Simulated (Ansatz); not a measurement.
# ZrInSi in the AlB2 type: lattice stability ahead of a resistivity run, part 2 of 2

The plan: relax ZrInSi in the AlB2 type, check its phonons, and, if the lattice is stable, compute its Eliashberg function and ρ(T).

Ansatz 0.2.0; DFT PBEsol, scalar-relativistic, plane waves, PAW.

So far. Step 3 (Relaxing cell and atoms): The largest force is now zero by symmetry and the largest stress component 0.017 GPa. Step 4 (Tight relaxation): The largest force is now zero by symmetry and the largest stress component 9.4e-4 GPa, small enough for phonons. The relaxed cell has a = 4.402, c = 3.442 Å (conventional setting).

The structure was built from a prototype and need not be the compound's stable phase.

## (5) Lattice stability: q 2×2×2, k 4×4×4

Before any scattering is computed, the phonons show whether the structure is a minimum.

File input.yaml:

```yaml
crystal:
  lattice:
    - [4.4017372507, 0.0, 0.0]
    - [-2.2008686254, 3.8120162798, 0.0]
    - [0.0, 0.0, 3.4415690995]
  atoms:
    - { symbol: Zr, position: [0.0, 0.0, 0.0] }
    - { symbol: Si, position: [0.3333333333, 0.6666666667, 0.5] }
    - { symbol: In, position: [0.6666666667, 0.3333333333, 0.5] }
kpoints:
  mp_grid: { grid: [4, 4, 4] }
hamiltonian:
  xc: pbesol
scf:
  occupations: { method: methfessel_paxton, width: 0.2 }
output:
  eigenvalues: true
phonons:
  method: dfpt
  qmesh: [2, 2, 2]
  temperatures: { t_max: 1000, t_step: 50 }
  qpath:
    path:
      - [[0.0, 0.0, 0.0], [0.5, 0.0, 0.0], [0.33333333, 0.33333333, 0.0], [0.0, 0.0, 0.0], [0.0, 0.0, 0.5], [0.5, 0.0, 0.5], [0.33333333, 0.33333333, 0.5], [0.0, 0.0, 0.5]]
      - [[0.5, 0.0, 0.5], [0.5, 0.0, 0.0]]
      - [[0.33333333, 0.33333333, 0.5], [0.33333333, 0.33333333, 0.0]]
    npoints: 10
```

Launch:

```bash
$ ansatz run input.yaml --threads 4 --pin off --max-ram 10240MiB --backend cpu --events-out ev --progress --plain --runs-dir out
```

Numbers of over 12 decimals in the logs are rounded to 6 here.

What it wrote:

```text
[...]
Crystal: 3 atoms, lattice volume = 57.748 Å³
Basis set: ecut = 420 eV, 1133 PW (Γ), exchange–correlation on 60×60×48 points (8 copies of the dense FFT grid, shifted against one another)
Bands: 19, of which v1, the nominal top of the filled ones, is band 15 counted from 1 (14 counted from 0)
Symmetry: 12 space group operations
k-points: 12 of 64 (time reversal used)
[...]
SCF iter   1: F=—  HF=-10275.643418 eV  |F-HF|=—  |Δ(HF+E_count)|=         —  Δρ=7.27e-3  dr2=2.36e-2  ethr=1.77e-3  ⟨swp⟩=5.1  Hψ=1137  notcnv=0
[...]
SCF iter   8: F=-10275.636700 eV  HF=-10275.636700 eV  |F-HF|=1.82e-12  |Δ(HF+E_count)|=  1.27e-11  S|Δr|=    0.00e0  Δρ=1.06e-7  dr2=2.40e-12  ethr=1.00e-12  ⟨swp⟩=6.0  Hψ=1038  notcnv=0
SCF 1 converged in 8 iterations: F = -10275.636700 eV  dr2 = 2.40e-12
[...]
phonons: the bands overlap, so this run is a metal and interpolates without the dipole-dipole term. If the crystal is really an insulator or semiconductor, its LO-TO splitting is missing
NSCF: frozen V_eff on 12 k-points
[...]
DFPT response loops at q = (0, 0, 0) (fractional): preconditioner auto → Kerker (q_TF=auto, 2.432 Å⁻¹) (partly filled bands, converged f_vac=0.000); β = 1.00, the filter's whole step (`scf.mixing.beta` (0.50) is not read by the response loops under this deck's `scf.mixing.preconditioner`; to damp them name `kerker` or `kerker_dos`, under which they read `scf.mixing.beta`, and type it under 1.00, their step now; both keys bind the ground state too); Broyden in place of MSR1
[...]
SCF converged after 8 iterations
Stability not checked: this state was not tested for a lower state beside it, because cold or Methfessel-Paxton smearing, or corrected tetrahedra, fill the levels in a way that the test cannot read (fill_not_monotonic; see scf.lower_state_search)
Free energy (F): -10275.636700 eV
[...]
Internal energy: -10275.651832 eV  (E = F + TS)
E sigma→0 (E₀):  -10275.640483 eV
Entropy (-TS):   0.015132 eV (5.044 meV/atom)
Fermi energy:    13.633605 eV
[...]
--- Band table (eV; the first three rows and the last of 12) ---
  k-point 0: bands = [... 11 lower, 10.0252, 11.5852, 12.1940, 14.1972, 14.8690, 14.8690, 15.0660, 15.0660]
  k-point 1: bands = [... 11 lower, 10.7785, 10.7785, 12.5677, 12.6477, 12.6477, 14.4610, 15.8308, 15.8308]
  k-point 2: bands = [... 11 lower, 11.7737, 11.7737, 12.5889, 12.5889, 13.2821, 13.2821, 14.4785, 15.2612]
  k-point 11: bands = [... 11 lower, 9.4885, 9.7885, 10.6960, 14.1058, 14.7609, 14.8940, 16.4039, 16.7706]
--- Phonons (Γ-DFPT): 6 representative perturbations + reference (Σ response iterations 18) ---
  ASR residual: 5.627e-5 → 0.000e0 eV/Å²; symmetrization residual: 9.737e-6 eV/Å²
  ASR residual per site (eV/Å²): 5.63e-5 9.89e-6 3.05e-5
  Γ frequencies (cm⁻¹): 0.00 0.00 0.00 58.68 145.17 145.17 190.96 329.70 329.70
--- Phonons (arbitrary-q DFPT): 4 irreducible q on the 2×2×2 mesh ---
  q = [0.0000, 0.0000, 0.0000] (star 1, of the zone-centre solve; hermiticity 1.58e-6, symmetrization 7.13e-11): -0.00 0.00 0.00 58.68 145.17 145.17 190.96 329.70 329.70
  q = [0.0000, 0.0000, -0.5000] (star 1, 6 solved perturbations in 99 linear systems a pass and spin channel, the states on 21 of 64 k-point pairs; hermiticity 6.83e-7, symmetrization 1.78e-8): 88.72 95.35 95.35 101.93 101.93 163.83 193.61 287.84 287.84
  q = [0.0000, -0.5000, 0.0000] (star 3, 9 solved perturbations on 21 of 64 k-point pairs; hermiticity 1.47e-6, symmetrization 1.49e-10): -72.45 -46.01 38.13 100.48 126.67 135.55 158.07 300.61 322.97
[...]
sum rule: each row above includes the acoustic sum rule's correction from the zone centre's row sums; it moved no ω² by more than (0.41 cm⁻¹)²
  mesh force constants: q→R imaginary residual 1.71e-17; ASR residual 5.627e-5 → 0.000e0 eV/Å²; symmetrization residual 8.882e-15 eV/Å²
  interpolated dispersion: 93 rows × 9 modes
  density of states and harmonic sums: on the 16×16×18 q-mesh, interpolated from the force constants of a 2×2×2 supercell (no non-analytic term)
  largest difference from the sums on the solved wave vectors: F 4.14e-2 eV, S 5.14e-5 and C_V 1.03e-5 eV/K
  zero-point energy: 0.079639 eV/cell   skipped modes (ω ≤ 0): 388, of them read as no rigid motion or as one in doubt: 385 (1.383e0 modes/cell left out, lowest -97.04 cm⁻¹)   left out of the sums: 1.54e-1 of the cell's modes: C_V's classical limit lies that fraction below 3 k_B per atom; for a crystal, a wire or a layer, F and S can be off by more, and a phonons.interpolated_qmesh denser along its periods is the remedy for the sampling
```

It took 13 s on 4 threads of Intel Xeon 6975P-C (Granite Rapids), shared host; peak memory 0.61 GiB.

Numbers from this step:

```
share of imaginary modes in the plain interpolation between solved wavevectors : 0.1552
highest frequency, solved or plainly interpolated                              : 329.7 cm⁻¹
```

Solved on the 2×2×2 mesh alone; all other wavevectors are interpolated. Phonon branches along the path, in cm⁻¹:

| point | branch 1 | branch 2 | branch 3 | branch 4 | branch 5 | branch 6 | branch 7 | branch 8 | branch 9 |
| --- | --- | --- | --- | --- | --- | --- | --- | --- | --- |
| Γ | 0 | 0 | 0 | 59 | 145 | 145 | 191 | 330 | 330 |
| M | -72 | -46 | 38 | 100 | 127 | 136 | 158 | 301 | 323 |
| K | -63 | 42 | 57 | 82 | 88 | 120 | 185 | 287 | 327 |
| Γ | 0 | 0 | 0 | 59 | 145 | 145 | 191 | 330 | 330 |
| A | 89 | 95 | 95 | 102 | 102 | 164 | 194 | 288 | 288 |
| L | -97 | 52 | 76 | 120 | 131 | 165 | 207 | 299 | 319 |
| H | -90 | -68 | 60 | 143 | 153 | 168 | 197 | 291 | 328 |
| A | 89 | 95 | 95 | 102 | 102 | 164 | 194 | 288 | 288 |
| jump to L | -97 | 52 | 76 | 120 | 131 | 165 | 207 | 299 | 319 |
| M | -72 | -46 | 38 | 100 | 127 | 136 | 158 | 301 | 323 |
| jump to H | -90 | -68 | 60 | 143 | 153 | 168 | 197 | 291 | 328 |
| K | -63 | 42 | 57 | 82 | 88 | 120 | 185 | 287 | 327 |

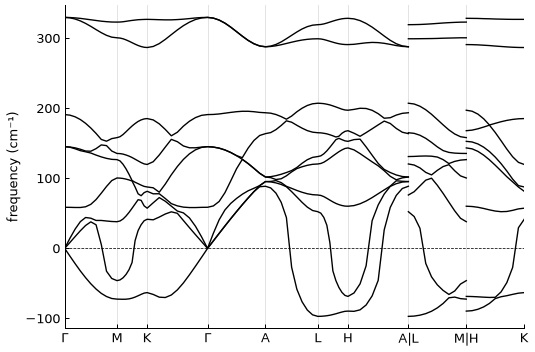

Phonon branches along the path.

Lowest modes at the softest wavevector of the mesh. Modes at q = (0.500, 0.000, 0.500), with each element's share of the kinetic energy (negative means imaginary):

| mode | frequency (cm⁻¹) | Zr % | Si % | In % |
| --- | --- | --- | --- | --- |
| 1 | -97.0 | 68 | 10 | 22 |
| 2 | 52.4 | 100 | 0 | 0 |
| 3 | 76.2 | 0 | 23 | 77 |
| 4 | 120.5 | 1 | 58 | 41 |
| 5 | 131.1 | 30 | 2 | 69 |
| 6 | 165.1 | 31 | 32 | 36 |

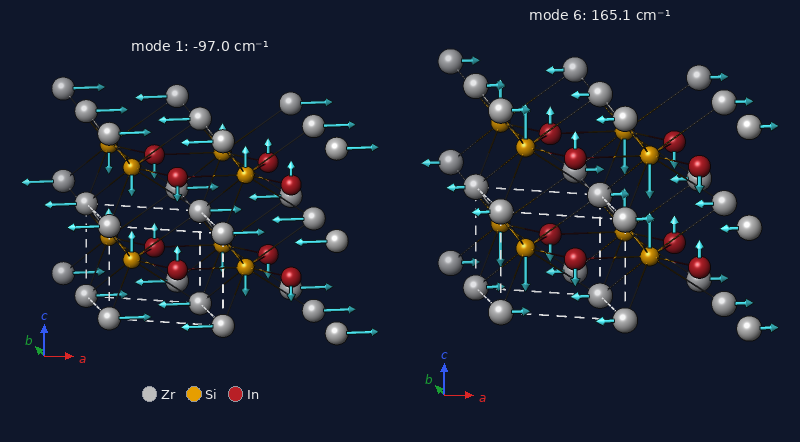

Displacement patterns of modes 1 and 6 at q = (0.500, 0.000, 0.500); arrows are exaggerated. Bonds to atoms that aren't drawn are left out. 2×2×2 cells are drawn. Some periodic images of atoms are drawn too.

Among the solved wavevectors the lowest mode, translations apart, is -97 cm⁻¹, imaginary.

## (6) Lattice stability: q 3×3×2, k 6×6×6

An imaginary mode on so few k-points may come from the sampling, so the phonons are repeated with another q and k mesh.

Edit input.yaml of step 5 so:

```diff
@@ -10,3 +10,3 @@
 kpoints:
-  mp_grid: { grid: [4, 4, 4] }
+  mp_grid: { grid: [6, 6, 6] }
 hamiltonian:
@@ -19,3 +19,3 @@
   method: dfpt
-  qmesh: [2, 2, 2]
+  qmesh: [3, 3, 2]
   temperatures: { t_max: 1000, t_step: 50 }
```

What it wrote:

```text
[...]
Crystal: 3 atoms, lattice volume = 57.748 Å³
Basis set: ecut = 420 eV, 1133 PW (Γ), exchange–correlation on 60×60×48 points (8 copies of the dense FFT grid, shifted against one another)
Bands: 19, of which v1, the nominal top of the filled ones, is band 15 counted from 1 (14 counted from 0)
Symmetry: 12 space group operations
k-points: 28 of 216 (time reversal used)
[...]
SCF iter   1: F=—  HF=-10275.609265 eV  |F-HF|=—  |Δ(HF+E_count)|=         —  Δρ=5.56e-3  dr2=1.55e-2  ethr=1.77e-3  ⟨swp⟩=5.0  Hψ=2630  notcnv=0
[...]
SCF iter   9: F=-10275.604111 eV  HF=-10275.604111 eV  |F-HF|=0.00e0  |Δ(HF+E_count)|=  1.82e-12  S|Δr|=    0.00e0  Δρ=1.78e-8  dr2=1.39e-13  ethr=1.00e-12  ⟨swp⟩=5.0  Hψ=2144  notcnv=0
SCF 1 converged in 9 iterations: F = -10275.604111 eV  dr2 = 1.39e-13
[...]
SCF converged after 9 iterations
[...]
Free energy (F): -10275.604111 eV
[...]
Internal energy: -10275.601580 eV  (E = F + TS)
E sigma→0 (E₀):  -10275.603478 eV
Entropy (-TS):   -0.002531 eV (-0.844 meV/atom)
Fermi energy:    13.652467 eV
[...]
--- Band table (eV; the first three rows and the last of 28) ---
  k-point 0: bands = [... 11 lower, 10.0148, 11.5858, 12.1944, 14.1857, 14.8578, 14.8578, 15.0685, 15.0685]
  k-point 1: bands = [... 11 lower, 10.3541, 11.1067, 12.1245, 13.2753, 13.2753, 13.9142, 16.6505, 16.6505]
  k-point 2: bands = [... 11 lower, 11.3205, 11.3205, 12.1852, 12.1852, 13.1582, 14.8597, 14.8597, 15.3311]
  k-point 27: bands = [... 11 lower, 9.7387, 9.9258, 10.5539, 14.0395, 14.8453, 15.4464, 15.6542, 15.9247]
[...]
ASR residual: 1.749e-5 → 0.000e0 eV/Å²; symmetrization residual: 8.410e-6 eV/Å²
  ASR residual per site (eV/Å²): 1.75e-5 3.12e-6 6.26e-6
  Γ frequencies (cm⁻¹): -85.33 0.00 0.00 0.00 131.56 131.56 142.64 317.41 317.41
--- Phonons (arbitrary-q DFPT): 6 irreducible q on the 3×3×2 mesh ---
[...]
interpolated dispersion: 93 rows × 9 modes
[...]
```

The job ended after 45 s (4 threads; peak memory 0.72 GiB; 2.8 min of CPU time).

Numbers from this step:

```
share of imaginary modes in the plain interpolation between solved wavevectors : 0.2272
highest frequency, solved or plainly interpolated                              : 326.1 cm⁻¹
```

Solved on the 3×3×2 mesh alone; all other wavevectors are interpolated. The phonon branches at the labelled points (cm⁻¹):

| point | branch 1 | branch 2 | branch 3 | branch 4 | branch 5 | branch 6 | branch 7 | branch 8 | branch 9 |
| --- | --- | --- | --- | --- | --- | --- | --- | --- | --- |
| Γ | -85 | 0 | 0 | 0 | 132 | 132 | 143 | 317 | 317 |
| M | -86 | -60 | -42 | 83 | 112 | 114 | 152 | 300 | 321 |
| K | -55 | -48 | 24 | 42 | 72 | 101 | 187 | 293 | 318 |
| Γ | -85 | 0 | 0 | 0 | 132 | 132 | 143 | 317 | 317 |
| A | 59 | 84 | 84 | 98 | 98 | 158 | 166 | 299 | 299 |
| L | -101 | 25 | 67 | 70 | 127 | 139 | 198 | 304 | 318 |
| H | -100 | -39 | 42 | 131 | 148 | 169 | 184 | 295 | 326 |
| A | 59 | 84 | 84 | 98 | 98 | 158 | 166 | 299 | 299 |
| jump to L | -101 | 25 | 67 | 70 | 127 | 139 | 198 | 304 | 318 |
| M | -86 | -60 | -42 | 83 | 112 | 114 | 152 | 300 | 321 |
| jump to H | -100 | -39 | 42 | 131 | 148 | 169 | 184 | 295 | 326 |
| K | -55 | -48 | 24 | 42 | 72 | 101 | 187 | 293 | 318 |

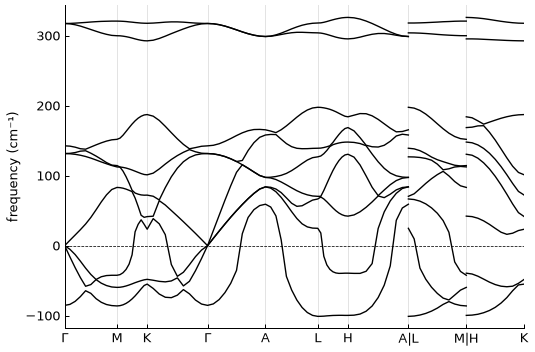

Phonon branches along the path.

Lowest modes at the softest wavevector of the mesh. Modes at q = (0.333, 0.333, 0.500), with each element's share of the kinetic energy (negative means imaginary):

| mode | frequency (cm⁻¹) | Zr % | Si % | In % |
| --- | --- | --- | --- | --- |
| 1 | -99.6 | 71 | 0 | 29 |
| 2 | -39.3 | 78 | 22 | 0 |
| 3 | 42.2 | 9 | 18 | 73 |
| 4 | 130.6 | 22 | 78 | 0 |
| 5 | 148.0 | 29 | 0 | 71 |
| 6 | 168.7 | 0 | 0 | 100 |

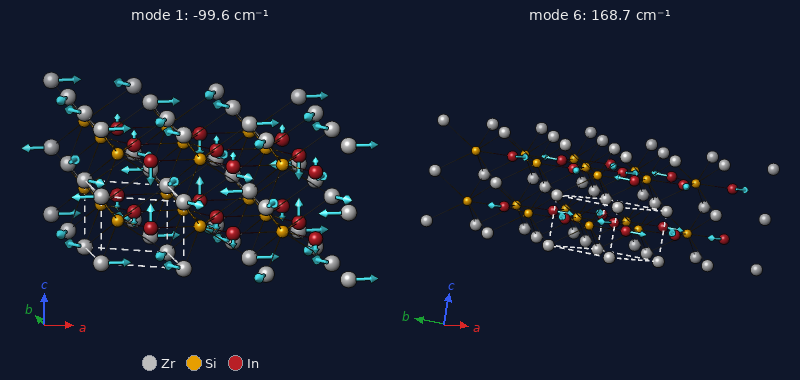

Displacement patterns of modes 1 and 6 at q = (0.333, 0.333, 0.500); arrows are exaggerated. Bonds to atoms that aren't drawn are left out. 3×3×2 cells are drawn. Some periodic images of atoms are drawn too.

The modes has structure finer than the step of the table below, so its rows give means over 25 cm⁻¹, whole bins alone (the curve runs from -110 to 346 cm⁻¹). Peaks (cm⁻¹: height): In -61.7: 0.0103, 130.5: 0.0266, 319.9: 0.0205; Si 61.7: 0.0138, 302.7: 0.0727, 319.9: 0.0652; Zr -61.7: 0.0249, 127.7: 0.0218, 182.2: 0.0108.

Phonopy on the run's constants, 15x15x17 mesh, Gaussian sigma 3.3 cm⁻¹. The modes by wavenumber; means over each step; values in 1/cm⁻¹/cell:

| wavenumber (cm⁻¹) | In | Si | Zr |
| --- | --- | --- | --- |
| -75 | 0.00876 | 0.00263 | 0.0201 |
| -50 | 0.00610 | 0.00463 | 0.0157 |
| -25 | 0.00263 | 0.00376 | 0.00553 |
| 0 | 6.9e-4 | 0.00110 | 0.00116 |
| 25 | 0.00249 | 0.00425 | 0.00313 |
| 50 | 0.00765 | 0.0102 | 0.00537 |
| 75 | 0.0111 | 0.00915 | 0.00843 |
| 100 | 0.0136 | 0.00692 | 0.0106 |
| 125 | 0.0227 | 0.00646 | 0.0193 |
| 150 | 0.0149 | 0.00319 | 0.00961 |
| 175 | 0.0116 | 0.00141 | 0.0104 |
| 200 | 0.00141 | 1.9e-4 | 0.00258 |
| 225 | 0 | 0 | 0 |
| 250 | 0 | 0 | 0 |
| 275 | 1.2e-6 | 8.6e-5 | 0 |
| 300 | 0.00545 | 0.0394 | 1.3e-4 |
| 325 | 0.00818 | 0.0265 | 2.2e-4 |

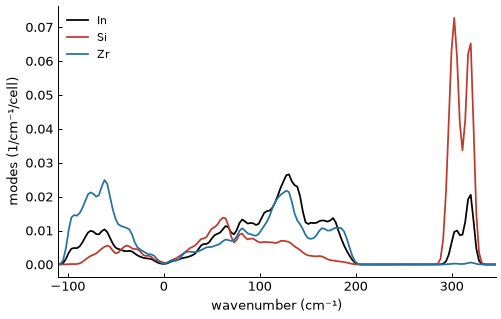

Modes, plotted against wavenumber.

No LO-TO term; unit eigenvectors of the mass-weighted matrix. Modes at Γ, with each element's share of the kinetic energy (negative means imaginary):

| mode | frequency (cm⁻¹) | symmetry | Zr % | Si % | In % |
| --- | --- | --- | --- | --- | --- |
| 1 | -85.3 | A2'' | 0 | 79 | 21 |
| 2 | 0.0 | unnamed | 39 | 12 | 49 |
| 3 | 0.0 | unnamed | 39 | 12 | 49 |
| 4 | 0.0 | unnamed | 39 | 12 | 49 |
| 5 | 131.6 | E' | 61 | 11 | 29 |
| 6 | 131.6 | E' | 61 | 11 | 29 |
| 7 | 142.6 | A2'' | 61 | 9 | 30 |
| 8 | 317.4 | E' | 0 | 77 | 22 |
| 9 | 317.4 | E' | 0 | 77 | 22 |

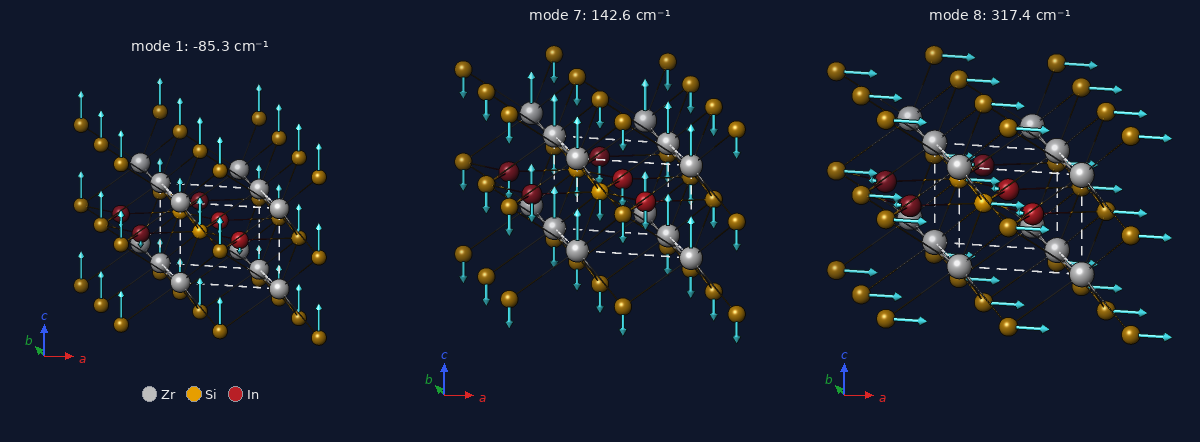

Displacement patterns of modes 1, 7 and 8 at Γ; arrows are exaggerated. 1×2×1 cells are drawn. Some periodic images of atoms are drawn too.

Among the solved wavevectors the lowest mode, translations apart, is -99.6 cm⁻¹, imaginary.

## (7) What came out

```
phonon run of the rows without a label of their own : PBEsol, q 3×3×2, k 6×6×6
softest mode on the q mesh                          : -99.6 cm⁻¹ at q = (0.333, 0.333, 0.5)
highest frequency, solved or plainly interpolated   : 326 cm⁻¹
```

**Reading.** The lattice is dynamically unstable at this level: a mode at q = (0.333, 0.333, 0.5) is imaginary, 99.6i cm⁻¹, so no harmonic coupling constant or resistivity is defined for this structure. These meshes are coarse, and single modes of a metal can move by tens of cm⁻¹ with the k mesh. The coarser mesh found an imaginary mode at another wavevector, which this mesh lacks. The phonon runs are not spin-polarised. The structure was built by hand as an ordered model, and its stability against other phases was not tested.

[Logs are printed without paths, hosts, clocks, repeated set-up lines and the standing remarks that a program may print on its own settings, such as how far it seeks lower states.]

[Hosts, paths, dates, database ids (printed as entryN), source tags and the programs' standing remarks are cut or masked in the printed files.]
